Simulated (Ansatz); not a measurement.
# C3H8Si: Born-Oppenheimer dynamics

Aim: follow C3H8Si for 20 steps with a Nosé-Hoover thermostat (1000 K) and see how far bonds stretch and how energy moves between motion and potential.

The runs use Ansatz 0.2.0, Gaussian basis; r2SCAN/def2-SVP with D3(BJ) dispersion.

## (1) Structure used throughout

The structure was relaxed beforehand with PBE0-D4 in a triple-zeta def2 set.

SMILES `C=C(C)[SiH3]`, 12 atoms, charge 0, spin multiplicity 1.

Atoms are counted from 1 here; the program's logs count them from 0.

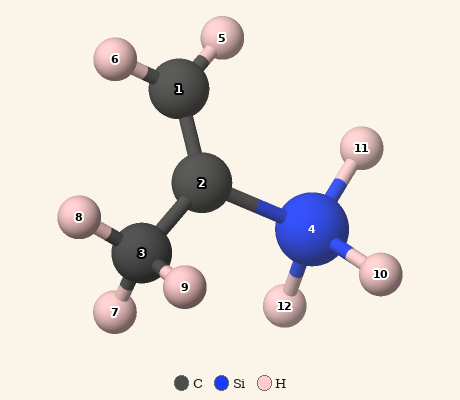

The geometry (carbon dark grey, silicon blue, hydrogen pink); atoms are numbered from 1 in the order of the file.

As a file:

```
C     0.3629    1.5345    0.2724
C    -0.0172    0.2652    0.1348
C    -1.1122   -0.3304    0.9677
Si    0.8292   -0.8188   -1.1303
H     1.1554    1.9678   -0.3291
H    -0.1087    2.1940    0.9987
H    -1.9236   -0.7103    0.3387
H    -1.5324    0.4016    1.6619
H    -0.7456   -1.1824    1.5493
H     1.4399   -2.0072   -0.4719
H     1.8860   -0.0450   -1.8320
H    -0.1565   -1.3243   -2.1261
```

## (2) The run

Input file in.yaml:

```yaml
crystal:
  periodic: [false, false, false]
  atoms:
    - {symbol: C, position_ang: [0.362915, 1.534458, 0.272382]}
    - {symbol: C, position_ang: [-0.017206, 0.265250, 0.134797]}
    - {symbol: C, position_ang: [-1.112219, -0.330413, 0.967713]}
    - {symbol: Si, position_ang: [0.829192, -0.818793, -1.130295]}
    - {symbol: H, position_ang: [1.155367, 1.967802, -0.329093]}
    - {symbol: H, position_ang: [-0.108693, 2.194013, 0.998680]}
    - {symbol: H, position_ang: [-1.923645, -0.710253, 0.338698]}
    - {symbol: H, position_ang: [-1.532425, 0.401564, 1.661878]}
    - {symbol: H, position_ang: [-0.745628, -1.182390, 1.549297]}
    - {symbol: H, position_ang: [1.439909, -2.007209, -0.471933]}
    - {symbol: H, position_ang: [1.885962, -0.044960, -1.832048]}
    - {symbol: H, position_ang: [-0.156530, -1.324269, -2.126075]}
basis:
  gaussian: {orbitals: def2-SVP}
hamiltonian: {xc: {name: r2SCAN}, dispersion: d3bj}
md: {timestep: 1 fs, n_steps: 20, ensemble: nvt_nose_hoover, temperature: 1000, initial_velocities: maxwell_boltzmann, seed: 572}
```

On the command line:

```sh
ansatz run in.yaml --threads 2 --pin off --events-out ev --progress --plain --max-ram 4352MiB
```

Output:

```text
Warning: the engine holds no damping parameters fitted to this dispersion correction and functional, so the run takes those fitted to r2scan beside the three-body term, which d3bj leaves out (hamiltonian.dispersion, under Limitations)
Functional definition: r2SCAN
  name "r2SCAN"
  cite "Furness, Kaplan, Ning, Perdew & Sun, J. Phys. Chem. Lett. 11, 8208 (2020) doi:10.1021/acs.jpclett.0c02405"
  cite "Furness, Kaplan, Ning, Perdew & Sun, J. Phys. Chem. Lett. 11, 9248 (2020) doi:10.1021/acs.jpclett.0c03077"
  parent r2scan
  parameter k0 = 0.174
  parameter k1 = 0.065
  parameter a1 = 4.9479
  exchange = r2scan_x(k0 = k0, k1 = k1, a1 = a1)
  correlation = r2scan_c
1134 factors; their error is unknown
mean field evaluation 1: about -11103.3886 eV, gradient 5.2e1 eV
mean field evaluation 2: about -11097.1128 eV, gradient 7.0e1 eV
mean field evaluation 4: about -11110.6870 eV, gradient 4.1e0 eV
mean field evaluation 8: about -11110.6616 eV, gradient 2.8e-1 eV
mean field evaluation 16: about -11110.6618 eV, gradient 1.0e-5 eV
mean field -11110.66177599 eV, -408.3092891905 hartree, gradient 1.0e-5 eV, S^2 0.000000; 0 other end points of the search recorded, 0 dependent functions left out
the calculation of the forces begins
reference -11110.66178644 eV, -408.3092895746 hartree; 20, 20 occupied and 80, 80 virtual orbitals, 1134 factors
md step     0: t =     0.00 fs  T =  1000.0 K  F+E_penalty+E_count = -11110.73196134 eV  E_kin = 1.292600 eV  conserved = -11109.43936135 eV  (27 SCF iters)
these checks for a lower state are left out or cut short: starts, cluster_reference, orbital_swaps, neighbouring_geometries, increment
1134 factors; their error is unknown
mean field -11110.54382844 eV, -408.3049546980 hartree, gradient 1.9e-5 eV, S^2 0.000000; 0 other end points of the search recorded, 0 dependent functions left out
the calculation of the forces begins
reference -11110.54383888 eV, -408.3049550816 hartree; 20, 20 occupied and 80, 80 virtual orbitals, 1134 factors
md step     1: t =     1.00 fs  T =   915.1 K  F+E_penalty+E_count = -11110.61410876 eV  E_kin = 1.182900 eV  conserved = -11109.43121086 eV  (28 SCF iters, 3 dispersion substeps)
these checks for a lower state are left out or cut short: starts, cluster_reference, orbital_swaps, neighbouring_geometries, increment
1134 factors; their error is unknown
mean field -11110.33887278 eV, -408.2974227165 hartree, gradient 1.8e-5 eV, S^2 0.000000; 0 other end points of the search recorded, 0 dependent functions left out
the calculation of the forces begins
reference -11110.33888322 eV, -408.2974231001 hartree; 20, 20 occupied and 80, 80 virtual orbitals, 1134 factors
md step     2: t =     2.00 fs  T =   765.2 K  F+E_penalty+E_count = -11110.40919147 eV  E_kin = 0.989087 eV  conserved = -11109.42012855 eV  (30 SCF iters, 3 dispersion substeps)
[... from here on, the SCF cycles and remarks between the steps are left out ...]
md step     3: t =     3.00 fs  T =   656.1 K  F+E_penalty+E_count = -11110.27194656 eV  E_kin = 0.848026 eV  conserved = -11109.42400485 eV  (29 SCF iters, 3 dispersion substeps)
md step     4: t =     4.00 fs  T =   565.1 K  F+E_penalty+E_count = -11110.16068668 eV  E_kin = 0.730475 eV  conserved = -11109.43040122 eV  (30 SCF iters, 3 dispersion substeps)
md step     5: t =     5.00 fs  T =   432.8 K  F+E_penalty+E_count = -11109.98601924 eV  E_kin = 0.559479 eV  conserved = -11109.42687153 eV  (30 SCF iters, 3 dispersion substeps)
md step     6: t =     6.00 fs  T =   286.1 K  F+E_penalty+E_count = -11109.78924145 eV  E_kin = 0.369783 eV  conserved = -11109.41994335 eV  (30 SCF iters, 3 dispersion substeps)
md step     7: t =     7.00 fs  T =   197.2 K  F+E_penalty+E_count = -11109.67056920 eV  E_kin = 0.254904 eV  conserved = -11109.41629725 eV  (30 SCF iters, 3 dispersion substeps)
md step     8: t =     8.00 fs  T =   209.2 K  F+E_penalty+E_count = -11109.68698089 eV  E_kin = 0.270377 eV  conserved = -11109.41740389 eV  (30 SCF iters, 3 dispersion substeps)
md step     9: t =     9.00 fs  T =   308.5 K  F+E_penalty+E_count = -11109.82084559 eV  E_kin = 0.398739 eV  conserved = -11109.42317509 eV  (29 SCF iters, 3 dispersion substeps)
md step    10: t =    10.00 fs  T =   428.2 K  F+E_penalty+E_count = -11109.98296853 eV  E_kin = 0.553442 eV  conserved = -11109.43104050 eV  (30 SCF iters, 3 dispersion substeps)
md step    11: t =    11.00 fs  T =   488.8 K  F+E_penalty+E_count = -11110.06218018 eV  E_kin = 0.631851 eV  conserved = -11109.43246597 eV  (30 SCF iters, 3 dispersion substeps)
md step    12: t =    12.00 fs  T =   486.7 K  F+E_penalty+E_count = -11110.04960875 eV  E_kin = 0.629097 eV  conserved = -11109.42337599 eV  (30 SCF iters, 3 dispersion substeps)
md step    13: t =    13.00 fs  T =   507.9 K  F+E_penalty+E_count = -11110.07319983 eV  E_kin = 0.656503 eV  conserved = -11109.42037013 eV  (30 SCF iters, 3 dispersion substeps)
md step    14: t =    14.00 fs  T =   578.0 K  F+E_penalty+E_count = -11110.17240421 eV  E_kin = 0.747144 eV  conserved = -11109.42988632 eV  (30 SCF iters, 3 dispersion substeps)
md step    15: t =    15.00 fs  T =   612.2 K  F+E_penalty+E_count = -11110.21885727 eV  E_kin = 0.791283 eV  conserved = -11109.43331083 eV  (30 SCF iters, 3 dispersion substeps)
md step    16: t =    16.00 fs  T =   568.1 K  F+E_penalty+E_count = -11110.15473054 eV  E_kin = 0.734331 eV  conserved = -11109.42729895 eV  (29 SCF iters, 3 dispersion substeps)
md step    17: t =    17.00 fs  T =   500.2 K  F+E_penalty+E_count = -11110.05955436 eV  E_kin = 0.646540 eV  conserved = -11109.42102790 eV  (30 SCF iters, 3 dispersion substeps)
md step    18: t =    18.00 fs  T =   477.8 K  F+E_penalty+E_count = -11110.02765052 eV  E_kin = 0.617634 eV  conserved = -11109.41911426 eV  (28 SCF iters, 3 dispersion substeps)
md step    19: t =    19.00 fs  T =   524.6 K  F+E_penalty+E_count = -11110.08948887 eV  E_kin = 0.678083 eV  conserved = -11109.42168441 eV  (30 SCF iters, 3 dispersion substeps)
these checks for a lower state are left out or cut short: starts, cluster_reference, orbital_swaps, neighbouring_geometries, increment
1134 factors; their error is unknown
mean field -11110.13217015 eV, -408.2898265349 hartree, gradient 2.6e-5 eV, S^2 0.000000; 0 other end points of the search recorded, 0 dependent functions left out
the calculation of the forces begins
reference -11110.13218068 eV, -408.2898269218 hartree; 20, 20 occupied and 80, 80 virtual orbitals, 1134 factors
1134 factors; their error is unknown
mean field evaluation 192: about -11110.1322 eV, gradient 1.8e-5 eV
mean field -11110.13217015 eV, -408.2898265349 hartree, gradient 3.0e-5 eV, S^2 0.000000; 1 other end points of the search recorded, 0 dependent functions left out
the calculation of the forces begins
reference -11110.13218068 eV, -408.2898269218 hartree; 20, 20 occupied and 80, 80 virtual orbitals, 1134 factors
md step    20: t =    20.00 fs  T =   607.5 K  F+E_penalty+E_count = -11110.20181485 eV  E_kin = 0.785303 eV  conserved = -11109.42819653 eV  (28 SCF iters, 3 dispersion substeps)
Total energy: -11110.20182538 eV, -408.2923863173 hartree
Atom 0 at     0.391873     1.616866     0.221871 Å, force    -0.855240    -0.102501     1.877182 eV/Å
Atom 1 at     0.029214     0.324487     0.216911 Å, force    -0.165040    -2.603196    -1.287709 eV/Å
Atom 2 at    -1.114028    -0.444238     0.950063 Å, force     0.100496     3.061782     1.951974 eV/Å
Atom 3 at     0.808544    -0.824669    -1.128239 Å, force     0.014505     0.209058     0.428019 eV/Å
Atom 4 at     1.153822     1.978352    -0.485259 Å, force    -0.176468     0.230368     0.386485 eV/Å
Atom 5 at    -0.038505     2.237073     1.076254 Å, force     0.549363    -0.048118    -1.269998 eV/Å
Atom 6 at    -1.835408    -0.785825     0.229830 Å, force    -0.321982    -0.797812    -0.731129 eV/Å
Atom 7 at    -1.720438     0.378307     1.478193 Å, force     0.597575    -0.975697    -0.166625 eV/Å
Atom 8 at    -0.899150    -1.227067     1.747616 Å, force     0.266398     0.683764    -1.136067 eV/Å
Atom 9 at     1.275931    -2.135892    -0.535516 Å, force    -0.017856     0.307005    -0.016462 eV/Å
Atom 10 at     1.950774    -0.095535    -1.756307 Å, force     0.057421    -0.090074    -0.083747 eV/Å
Atom 11 at    -0.174040    -1.222878    -2.188945 Å, force    -0.049173     0.125421     0.048078 eV/Å
Dipole moment:    -0.127197     0.055910     0.124776 e Å
```

Run time: 44 s. Hardware: 2 threads of Intel Xeon Platinum 8375C at 2.90GHz, shared host.

## (3) Frames and traces

Step by step, with energies from the first frame:

| time (fs) | T (K) | potential (meV) | conserved (meV) | C3–H8 (Å) |
| --- | --- | --- | --- | --- |
| 0.0 | 1000 | 0.0 | 0.00 | 1.093 |
| 1.0 | 915 | 117.9 | 8.15 | 1.058 |
| 2.0 | 765 | 322.8 | 19.23 | 1.043 |
| 3.0 | 656 | 460.0 | 15.36 | 1.054 |
| 4.0 | 565 | 571.3 | 8.96 | 1.086 |
| 5.0 | 433 | 745.9 | 12.49 | 1.125 |
| 6.0 | 286 | 942.7 | 19.42 | 1.156 |
| 7.0 | 197 | 1061.4 | 23.06 | 1.170 |
| 8.0 | 209 | 1045.0 | 21.96 | 1.165 |
| 9.0 | 308 | 911.1 | 16.19 | 1.140 |
| 10.0 | 428 | 749.0 | 8.32 | 1.103 |
| 11.0 | 489 | 669.8 | 6.90 | 1.064 |
| 12.0 | 487 | 682.4 | 15.99 | 1.040 |
| 13.0 | 508 | 658.8 | 18.99 | 1.042 |
| 14.0 | 578 | 559.6 | 9.48 | 1.070 |
| 15.0 | 612 | 513.1 | 6.05 | 1.111 |
| 16.0 | 568 | 577.2 | 12.06 | 1.152 |
| 17.0 | 500 | 672.4 | 18.33 | 1.180 |
| 18.0 | 478 | 704.3 | 20.25 | 1.190 |
| 19.0 | 525 | 642.5 | 17.68 | 1.179 |
| 20.0 | 608 | 530.1 | 11.16 | 1.150 |

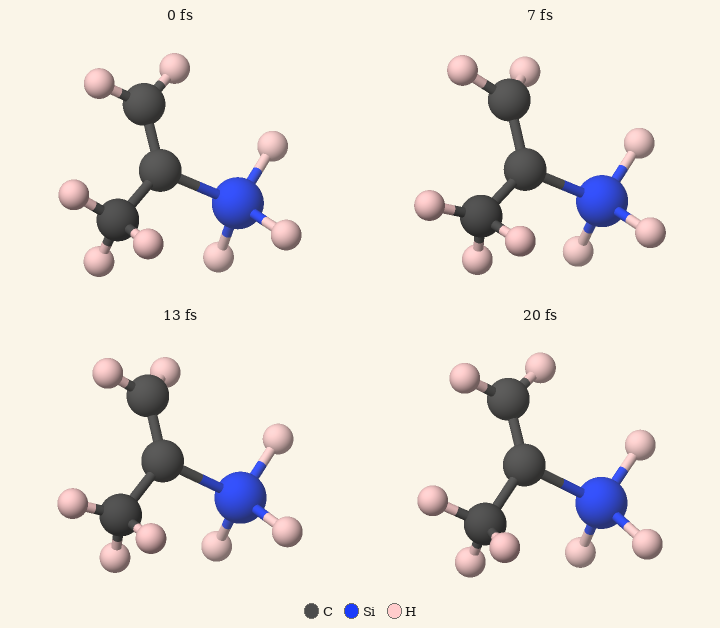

Four frames; sticks are those of the first frame.

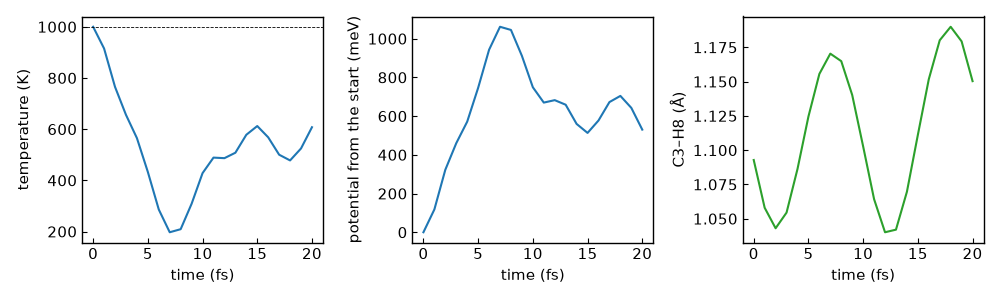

Temperature (the set value dashed), potential energy and the bond that swings most.

Positions (Å) and forces (eV/Å) at 20.0 fs:

```xyz
12

C     0.392    1.617    0.222   -0.855   -0.103    1.877
C     0.029    0.324    0.217   -0.165   -2.603   -1.288
C    -1.114   -0.444    0.950    0.100    3.062    1.952
Si    0.809   -0.825   -1.128    0.015    0.209    0.428
H     1.154    1.978   -0.485   -0.176    0.230    0.386
H    -0.039    2.237    1.076    0.549   -0.048   -1.270
H    -1.835   -0.786    0.230   -0.322   -0.798   -0.731
H    -1.720    0.378    1.478    0.598   -0.976   -0.167
H    -0.899   -1.227    1.748    0.266    0.684   -1.136
H     1.276   -2.136   -0.536   -0.018    0.307   -0.016
H     1.951   -0.096   -1.756    0.057   -0.090   -0.084
H    -0.174   -1.223   -2.189   -0.049    0.125    0.048
```

## (4) What came out

| quantity | value |
| --- | --- |
| length | 20 steps of 1.0 fs |
| temperature, first and last frame | 1000, 608 K |
| temperature, second half | mean 525 K, from 428 to 612 K |
| swing of the potential | 1061 meV |
| largest change of the conserved energy | 23.06 meV |
| range of C3–H8 | 1.040 to 1.190 Å |

**Reading.** From 1000 K at the start the temperature swings between 197 and 1000 K: with 12 atoms it has no steady value yet; starting near a minimum, about half of the kinetic energy flows into the potential. The conserved energy moves by 23.06 meV, 2.2 % of the potential's swing, so the step is short enough for this stretch. C3–H8 swings as far as any bond, by 0.15 Å; no bond breaks. A run of 20 fs gives no averages.
